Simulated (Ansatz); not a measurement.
# AlH3 (singlet): correlated methods under varied settings at distance Al1–H3 = 1.280 Å

What do other methods and options give for AlH3 (singlet) at this geometry, and how long do they take?

Computed with Ansatz 0.2.0, Gaussian basis. Level: the settings change from run to run.

21 further runs of the same task are left out: 9 for a known fault of the program, 9 that didn't finish, 3 set aside as unsound or not needed.

## Step 1: The geometry

The geometry derives from a PBE0/def2-TZVP stationary point (not a proven minimum). One bond is set to the value named and the two fragments are kept rigid.

4 atoms, charge 0, spin multiplicity 1.

Atoms are counted from 1 here; the program's logs count them from 0.

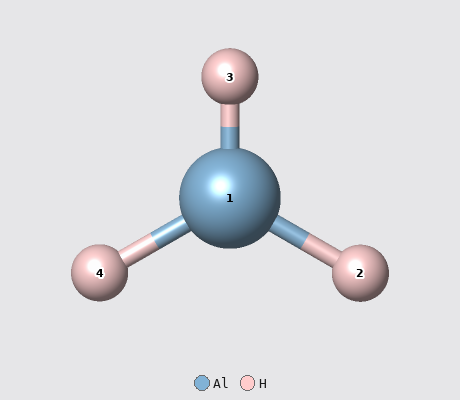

The structure; aluminium light blue, hydrogen pink; atoms are numbered from 1 in the order of the file.

As a file:

```
Al   -0.0052    0.0088    0.0000
H     1.5806    0.0239   -0.0001
H    -0.6557    1.1112   -0.0023
H    -0.7851   -1.3720    0.0029
```

## Step 2: MRCISD+Q(2,4)/STO-3G

in.yaml reads:

```yaml
crystal:
  periodic: [false, false, false]
  atoms:
    - {symbol: Al, position_ang: [-0.005221, 0.008848, -0.000018]}
    - {symbol: H, position_ang: [1.580555, 0.023899, -0.000101]}
    - {symbol: H, position_ang: [-0.655713, 1.111235, -0.002270]}
    - {symbol: H, position_ang: [-0.785074, -1.371997, 0.002855]}
basis:
  gaussian: {orbitals: STO-3G}
correlation: {method: fic_mrcisd_q, electrons: outside_noble_gas, active_space: {window: {electrons: 2, orbitals: 4}}}
```

Command:

```bash
$ ansatz run in.yaml --threads 1 --pin off --events-out ev --progress --plain --max-ram 2393MiB
```

What it wrote:

```text
Functional definition: HF
  name "HF"
  cite "Fock, Z. Phys. 61, 126 (1930) doi:10.1007/BF01340294"
  parent pbe
  exchange = exact_x
  correlation = 0
129 factors; integrals over basis functions are off by at most 1.3e-5 eV
mean field evaluation 1: about -6549.0859 eV, gradient 1.1e1 eV
mean field evaluation 2: about -6549.0830 eV, gradient 1.1e1 eV
mean field evaluation 4: about -6549.6356 eV, gradient 3.7e-1 eV
mean field evaluation 8: about -6549.6359 eV, gradient 9.0e-7 eV
mean field -6549.63586518 eV, -240.6946785425 hartree, gradient 9.7e-6 eV, S^2 0.000000; 0 other end points of the search recorded, 0 dependent functions left out
reference -6549.63586518 eV, -240.6946785425 hartree; 8, 8 occupied and 4, 4 virtual orbitals, 129 factors
state -6550.09729817 eV, -240.7116358924 hartree
contracted CI cycle   1: correlation 0.00000000 eV, 0.0000000000 hartree, residual 5.67e0 eV
contracted CI cycle   2: correlation -0.80669605 eV, -0.0296455329 hartree, residual 1.07e0 eV
contracted CI cycle   3: correlation -0.83676490 eV, -0.0307505431 hartree, residual 2.49e-1 eV
contracted CI cycle   4: correlation -0.83836054 eV, -0.0308091816 hartree, residual 5.24e-2 eV
contracted CI cycle   5: correlation -0.83843597 eV, -0.0308119535 hartree, residual 1.49e-2 eV
contracted CI cycle   6: correlation -0.83844223 eV, -0.0308121835 hartree, residual 3.48e-3 eV
contracted CI cycle   7: correlation -0.83844254 eV, -0.0308121951 hartree, residual 8.78e-4 eV
state -6550.09729817 eV, -240.7116358924 hartree; corrected -6550.95520291 eV, -240.7431633102 hartree
Total energy: -6550.95520291 eV, -240.7431633102 hartree
```

Run time: 0.24 s. Hardware: 1 thread of Arm Neoverse V2, shared host.

From the report: 10 determinants; active occupations 1.97, 0.03, 0.00, 0.00.

## Step 3: MP2 on RHF/cc-pVDZ

in.yaml, as its differences from that of step 2:

```diff
@@ -8,3 +8,5 @@
 basis:
-  gaussian: {orbitals: STO-3G}
-correlation: {method: fic_mrcisd_q, electrons: outside_noble_gas, active_space: {window: {electrons: 2, orbitals: 4}}}
+  gaussian: {orbitals: cc-pVDZ}
+magnetization: {spin_polarized: false}
+correlation: {method: mp2, electrons: outside_noble_gas}
+output: {forces: true}
```

Launched as before.

What it wrote (excerpt; [...] marks lines left out):

```text
Functional definition: HF
  name "HF"
  cite "Fock, Z. Phys. 61, 126 (1930) doi:10.1007/BF01340294"
  parent pbe
[...]
308 factors; integrals over basis functions are off by at most 1.2e-3 eV
[...]
mean field -6628.56783653 eV, -243.5953749877 hartree, gradient 7.5e-6 eV, S^2 0.000000; 0 other end points of the search recorded, 0 dependent functions left out
5 core orbitals not correlated: weight in the atoms' cores, before any rotation towards them, 1.000 or more for the frozen orbitals, at most 0.000 for the correlated occupied ones
reference -6628.56783653 eV, -243.5953749877 hartree; 3, 3 occupied and 25, 25 virtual orbitals, 308 factors
second order -2.10926851 eV of doubles, -0.00000000 eV of singles
[...]
Total energy: -6630.67710504 eV, -243.6728891758 hartree
Atom 0 at    -0.005221     0.008848    -0.000018 Å, force     3.908715    -6.624084     0.013532 eV/Å
Atom 1 at     1.580555     0.023899    -0.000101 Å, force     0.060451    -0.060490     0.000123 eV/Å
Atom 2 at    -0.655713     1.111235    -0.002270 Å, force    -3.992890     6.766735    -0.013823 eV/Å
Atom 3 at    -0.785074    -1.371997     0.002855 Å, force     0.023725    -0.082161     0.000169 eV/Å
Dipole moment:    -0.053073     0.089943    -0.000184 e Å
```

Wall time 0.18 s (1 thread of Arm Neoverse V2, shared host).

## Step 4: NEVPT4(SD)(2,2)/cc-pVDZ

in.yaml, as its differences from that of step 3:

```diff
@@ -9,4 +9,4 @@
   gaussian: {orbitals: cc-pVDZ}
-magnetization: {spin_polarized: false}
-correlation: {method: mp2, electrons: outside_noble_gas}
-output: {forces: true}
+correlation: {method: fic_nevpt4_sd, electrons: valence, active_space: {window: {electrons: 2, orbitals: 2}}}
+accuracy: high
+scf: {lower_state_search: light}
```

Launched as before.

What it wrote:

```text
Functional definition: HF
  name "HF"
  cite "Fock, Z. Phys. 61, 126 (1930) doi:10.1007/BF01340294"
  parent pbe
  exchange = exact_x
  correlation = 0
686 factors; integrals over basis functions are off by at most 3.2e-9 eV
mean field evaluation 1: about -6628.2007 eV, gradient 8.2e0 eV
mean field evaluation 2: about -6628.2042 eV, gradient 8.2e0 eV
mean field evaluation 4: about -6628.5677 eV, gradient 1.6e-1 eV
mean field evaluation 8: about -6628.5679 eV, gradient 1.2e-4 eV
mean field -6628.56789621 eV, -243.5953771809 hartree, gradient 2.2e-8 eV, S^2 0.000000; 0 other end points of the search recorded, 0 dependent functions left out
reference -6628.56789621 eV, -243.5953771809 hartree; 8, 8 occupied and 25, 25 virtual orbitals, 686 factors
state -6628.93192466 eV, -243.6087549797 hartree
state -6628.93192466 eV, -243.6087549797 hartree; corrected -6631.30988074 eV, -243.6961432539 hartree
Total energy: -6631.30988074 eV, -243.6961432539 hartree
```

Run time: 0.84 s. Hardware: 1 thread of Arm Neoverse V2, shared host.

From the report: 4 determinants; active occupations 1.98, 0.02.

## Step 5: CASCI(4,3)/cc-pVDZ

in.yaml, as its differences from that of step 4:

```diff
@@ -9,4 +9,3 @@
   gaussian: {orbitals: cc-pVDZ}
-correlation: {method: fic_nevpt4_sd, electrons: valence, active_space: {window: {electrons: 2, orbitals: 2}}}
-accuracy: high
-scf: {lower_state_search: light}
+correlation: {active_space: {window: {electrons: 4, orbitals: 3}, fixed_orbitals: true}}
+output: {forces: true}
```

Same command.

What it wrote (excerpt; [...] marks lines left out):

```text
Functional definition: HF
  name "HF"
  cite "Fock, Z. Phys. 61, 126 (1930) doi:10.1007/BF01340294"
  parent pbe
[...]
308 factors; integrals over basis functions are off by at most 1.2e-3 eV
[...]
mean field -6628.56783653 eV, -243.5953749877 hartree, gradient 7.5e-6 eV, S^2 0.000000; 0 other end points of the search recorded, 0 dependent functions left out
reference -6628.56783653 eV, -243.5953749877 hartree; 8, 8 occupied and 25, 25 virtual orbitals, 308 factors
state -6628.57353649 eV, -243.5955844575 hartree
[...]
Total energy: -6628.57353649 eV, -243.5955844575 hartree
Atom 0 at    -0.005221     0.008848    -0.000018 Å, force     3.934980    -6.668595     0.013623 eV/Å
Atom 1 at     1.580555     0.023899    -0.000101 Å, force     0.095660    -0.070956     0.000143 eV/Å
Atom 2 at    -0.655713     1.111235    -0.002270 Å, force    -4.046503     6.857593    -0.014009 eV/Å
Atom 3 at    -0.785074    -1.371997     0.002855 Å, force     0.015864    -0.118042     0.000243 eV/Å
Dipole moment:    -0.056806     0.096269    -0.000197 e Å
```

It took 0.15 s on 1 thread of Arm Neoverse V2, shared host.

From the report: 3 determinants; active occupations 2.00, 2.00, 0.00.

## Step 6: CCSDT(Q) on RHF/cc-pVDZ

in.yaml, as its differences from that of step 5:

```diff
@@ -9,3 +9,4 @@
   gaussian: {orbitals: cc-pVDZ}
-correlation: {active_space: {window: {electrons: 4, orbitals: 3}, fixed_orbitals: true}}
-output: {forces: true}
+magnetization: {spin_polarized: false}
+correlation: {method: ccsdt_q, electrons: valence}
+accuracy: high
```

The command is unchanged.

What it wrote:

```text
Functional definition: HF
  name "HF"
  cite "Fock, Z. Phys. 61, 126 (1930) doi:10.1007/BF01340294"
  parent pbe
  exchange = exact_x
  correlation = 0
686 factors; integrals over basis functions are off by at most 3.2e-9 eV
mean field evaluation 1: about -6628.2007 eV, gradient 8.2e0 eV
mean field evaluation 2: about -6628.2042 eV, gradient 8.2e0 eV
mean field evaluation 4: about -6628.5677 eV, gradient 1.6e-1 eV
mean field evaluation 8: about -6628.5679 eV, gradient 1.2e-4 eV
mean field evaluation 16: about -6628.5677 eV, gradient 1.7e-1 eV
mean field -6628.56789621 eV, -243.5953771809 hartree, gradient 2.2e-8 eV, S^2 0.000000; 0 other end points of the search recorded, 0 dependent functions left out
5 core orbitals not correlated: weight in the atoms' cores, before any rotation towards them, 1.000 or more for the frozen orbitals, at most 0.000 for the correlated occupied ones
reference -6628.56789621 eV, -243.5953771809 hartree; 3, 3 occupied and 25, 25 virtual orbitals, 686 factors
second order -2.10932028 eV of doubles, -0.00000000 eV of singles
cycle   1  -2.59046725 eV  change   -4.8e-1 eV  update   5.1e-2
cycle   2  -2.79706806 eV  change   -2.1e-1 eV  update   1.9e-2
cycle   3  -2.80474670 eV  change   -7.7e-3 eV  update   4.8e-3
cycle   4  -2.80710896 eV  change   -2.4e-3 eV  update   1.8e-3
cycle   5  -2.80663971 eV  change    4.7e-4 eV  update   3.9e-4
cycle   6  -2.80648022 eV  change    1.6e-4 eV  update   1.3e-4
cycle   7  -2.80653830 eV  change   -5.8e-5 eV  update   4.4e-5
cycle   8  -2.80655002 eV  change   -1.2e-5 eV  update   1.3e-5
cycle   9  -2.80654323 eV  change    6.8e-6 eV  update   3.4e-6
cycle  10  -2.80654334 eV  change   -1.1e-7 eV  update   1.1e-6
cycle  11  -2.80654310 eV  change    2.3e-7 eV  update   4.1e-7
cycle  12  -2.80654321 eV  change   -1.0e-7 eV  update   1.4e-7
cycle  13  -2.80654317 eV  change    3.7e-8 eV  update   4.8e-8
cycle  14  -2.80654316 eV  change    8.5e-9 eV  update   1.9e-8
cycle  15  -2.80654316 eV  change    4.2e-9 eV  update   1.1e-8
cycle  16  -2.80654316 eV  change   -7.5e-9 eV  update   1.3e-8
cycle  17  -2.80654316 eV  change    1.6e-9 eV  update   4.1e-9
cycle  18  -2.80654316 eV  change   8.7e-10 eV  update   1.2e-9
cycle  19  -2.80654316 eV  change   2.8e-10 eV  update  3.0e-10
perturbative correction -0.00055574 eV, -0.0000204232 hartree
Total energy: -6631.37499511 eV, -243.6985361629 hartree
```

Wall time 0.99 s (1 thread of Arm Neoverse V2, shared host).

From the report: correlation -2.8071 eV; T1 0.008; largest double amplitude 0.04.

## Step 7: HF/cc-pVDZ

in.yaml, as its differences from that of step 6:

```diff
@@ -10,3 +10,3 @@
 magnetization: {spin_polarized: false}
-correlation: {method: ccsdt_q, electrons: valence}
-accuracy: high
+hamiltonian: {xc: hf}
+output: {orbitals: {seedname: orbitals}}
```

The command is unchanged.

What it wrote:

```text
Functional definition: HF
  name "HF"
  cite "Fock, Z. Phys. 61, 126 (1930) doi:10.1007/BF01340294"
  parent pbe
  exchange = exact_x
  correlation = 0
308 factors; integrals over basis functions are off by at most 1.2e-3 eV
mean field evaluation 1: about -6628.2039 eV, gradient 8.2e0 eV
mean field evaluation 2: about -6628.2048 eV, gradient 8.2e0 eV
mean field evaluation 4: about -6628.5676 eV, gradient 1.6e-1 eV
mean field evaluation 8: about -6628.5678 eV, gradient 1.0e-5 eV
mean field -6628.56783653 eV, -243.5953749877 hartree, gradient 1.0e-5 eV, S^2 0.000000; 0 other end points of the search recorded, 0 dependent functions left out
reference -6628.56783653 eV, -243.5953749877 hartree; 8, 8 occupied and 25, 25 virtual orbitals, 308 factors
Total energy: -6628.56783653 eV, -243.5953749877 hartree
```

Run time: 0.09 s. Hardware: 1 thread of Arm Neoverse V2, shared host.

## Step 8: CCSDT(Q)/B on RHF/6-31G*

in.yaml, as its differences from that of step 7:

```diff
@@ -8,5 +8,5 @@
 basis:
-  gaussian: {orbitals: cc-pVDZ}
+  gaussian: {orbitals: "6-31G*"}
 magnetization: {spin_polarized: false}
-hamiltonian: {xc: hf}
-output: {orbitals: {seedname: orbitals}}
+correlation: {method: ccsdt_q_b, electrons: outside_noble_gas}
+output: {forces: true}
```

The command is unchanged.

What it wrote (excerpt; [...] marks lines left out):

```text
Functional definition: HF
  name "HF"
  cite "Fock, Z. Phys. 61, 126 (1930) doi:10.1007/BF01340294"
  parent pbe
[...]
447 factors; integrals over basis functions are off by at most 1.9e-7 eV
[...]
mean field -6628.10166217 eV, -243.5782433962 hartree, gradient 8.1e-6 eV, S^2 0.000000; 0 other end points of the search recorded, 0 dependent functions left out
5 core orbitals not correlated: weight in the atoms' cores, before any rotation towards them, 1.000 or more for the frozen orbitals, at most 0.000 for the correlated occupied ones
reference -6628.10166217 eV, -243.5782433962 hartree; 3, 3 occupied and 17, 17 virtual orbitals, 447 factors
second order -1.43126101 eV of doubles, -0.00000000 eV of singles
cycle   1  -1.77070562 eV  change   -3.4e-1 eV  update   4.8e-2
[...]
cycle  11  -1.95928610 eV  change   -1.9e-7 eV  update   3.3e-7
perturbative correction -0.00061149 eV, -0.0000224719 hartree
[...]
Total energy: -6630.06155977 eV, -243.6502683043 hartree
Atom 0 at    -0.005221     0.008848    -0.000018 Å, force     4.065606    -6.889966     0.014075 eV/Å
Atom 1 at     1.580555     0.023899    -0.000101 Å, force     0.244214    -0.057299     0.000110 eV/Å
Atom 2 at    -0.655713     1.111235    -0.002270 Å, force    -4.241906     7.188742    -0.014685 eV/Å
Atom 3 at    -0.785074    -1.371997     0.002855 Å, force    -0.067913    -0.241477     0.000500 eV/Å
Dipole moment:    -0.054439     0.092257    -0.000188 e Å
```

It took 1.4 s on 1 thread of Arm Neoverse V2, shared host.

From the report: correlation -1.9599 eV; T1 0.013; largest double amplitude 0.03.

## Step 9: CCSD/cc-pVDZ

in.yaml, as its differences from that of step 8:

```diff
@@ -8,5 +8,7 @@
 basis:
-  gaussian: {orbitals: "6-31G*"}
+  gaussian: {orbitals: cc-pVDZ}
 magnetization: {spin_polarized: false}
-correlation: {method: ccsdt_q_b, electrons: outside_noble_gas}
-output: {forces: true}
+hamiltonian: {xc: {name: r2SCAN}}
+correlation: {method: ccsd, electrons: all}
+accuracy: high
+scf: {omitted_lower_state_checks: [cluster_reference]}
```

Same command.

What it wrote (excerpt; [...] marks lines left out):

```text
Functional definition: r2SCAN
  name "r2SCAN"
  cite "Furness, Kaplan, Ning, Perdew & Sun, J. Phys. Chem. Lett. 11, 8208 (2020) doi:10.1021/acs.jpclett.0c02405"
  cite "Furness, Kaplan, Ning, Perdew & Sun, J. Phys. Chem. Lett. 11, 9248 (2020) doi:10.1021/acs.jpclett.0c03077"
  parent r2scan
[...]
686 factors; integrals over basis functions are off by at most 3.2e-9 eV
[...]
mean field -6642.81851705 eV, -244.1190778374 hartree, gradient 2.6e-8 eV, S^2 0.000000; 0 other end points of the search recorded, 0 dependent functions left out
reference -6628.43423415 eV, -243.5904651911 hartree; 8, 8 occupied and 25, 25 virtual orbitals, 686 factors
second order -2.32470293 eV of doubles, -0.10320098 eV of singles
cycle   1  -2.87543275 eV  change   -4.5e-1 eV  update   4.6e-2
[...]
cycle  17  -3.03881257 eV  change   -1.1e-9 eV  update  8.9e-10
Total energy: -6631.47304673 eV, -243.7021394934 hartree
Checks for a lower state left out: cluster_reference
```

Run time: 2.8 s. Hardware: 1 thread of Arm Neoverse V2, shared host.

From the report: correlation -3.0388 eV; T1 0.009; largest double amplitude 0.03. The orbitals are Kohn-Sham ones, so correlation energy and T1 don't compare with those on Hartree-Fock orbitals.

## Step 10: CCSD(T) on RHF/def2-TZVP

in.yaml, as its differences from that of step 9:

```diff
@@ -8,7 +8,5 @@
 basis:
-  gaussian: {orbitals: cc-pVDZ}
+  gaussian: {orbitals: def2-TZVP}
 magnetization: {spin_polarized: false}
-hamiltonian: {xc: {name: r2SCAN}}
-correlation: {method: ccsd, electrons: all}
-accuracy: high
+correlation: {method: ccsd_t, electrons: outside_noble_gas}
 scf: {omitted_lower_state_checks: [cluster_reference]}
```

Launched as before.

What it wrote (excerpt; [...] marks lines left out):

```text
Functional definition: HF
  name "HF"
  cite "Fock, Z. Phys. 61, 126 (1930) doi:10.1007/BF01340294"
  parent pbe
[...]
376 factors; integrals over basis functions are off by at most 1.4e-3 eV
[...]
mean field -6628.85157990 eV, -243.6058023645 hartree, gradient 3.4e-6 eV, S^2 0.000000; 0 other end points of the search recorded, 0 dependent functions left out
5 core orbitals not correlated: weight in the atoms' cores, before any rotation towards them, 1.000 or more for the frozen orbitals, at most 0.000 for the correlated occupied ones
reference -6628.85157990 eV, -243.6058023645 hartree; 3, 3 occupied and 47, 47 virtual orbitals, 376 factors
second order -2.32491091 eV of doubles, -0.00000000 eV of singles
cycle   1  -2.80392603 eV  change   -4.8e-1 eV  update   5.0e-2
[...]
cycle   8  -2.98796437 eV  change   -3.1e-6 eV  update   4.4e-6
perturbative correction -0.03649227 eV, -0.0013410661 hartree
Total energy: -6631.87603654 eV, -243.7169490959 hartree
Checks for a lower state left out: cluster_reference
```

It took 0.3 s on 1 thread of Arm Neoverse V2, shared host.

From the report: correlation -3.0245 eV; T1 0.009; largest double amplitude 0.03.

## Step 11: The runs in one table

Where basis and cores are those of an earlier FCI/cc-pVDZ run (-6631.3752 eV), and the state is the same kind, the miss against it is given.

```
                            level         correlated  functions  energy (eV)  from FCI (meV)    time
             MRCISD+Q(2,4)/STO-3G  outside noble gas         12   -6550.9552                  0.24 s
               MP2 on RHF/cc-pVDZ  outside noble gas         33   -6630.6771           698.1  0.18 s
          NEVPT4(SD)(2,2)/cc-pVDZ            valence         33   -6631.3099                  0.84 s
               CASCI(4,3)/cc-pVDZ                            33   -6628.5735          2801.6  0.15 s
          CCSDT(Q) on RHF/cc-pVDZ            valence         33   -6631.3750             0.2  0.99 s
                       HF/cc-pVDZ                            33   -6628.5678          2807.3  0.09 s
         CCSDT(Q)/B on RHF/6-31G*  outside noble gas         25   -6630.0616                   1.4 s
CCSD/cc-pVDZ (on r2SCAN orbitals)                all         33   -6631.4730                   2.8 s
         CCSD(T) on RHF/def2-TZVP  outside noble gas         55   -6631.8760                   0.3 s
```

## Step 12: Outcome

| quantity | value |
| --- | --- |
| runs | 9 |
| quickest | HF/cc-pVDZ, 0.09 s |
| slowest | CCSD/cc-pVDZ (on r2SCAN orbitals), 2.8 s |

**Reading.** Total energies in different bases, with other cores or another treatment of relativity can't be set against each other. CCSD/cc-pVDZ (on r2SCAN orbitals) took 31 times as long as HF/cc-pVDZ; the jobs differ in more than the method. Among the correlated runs with a miss given, it spans +0 to +698 meV. Hartree-Fock, CASSCF and CASCI lack dynamic correlation by design.
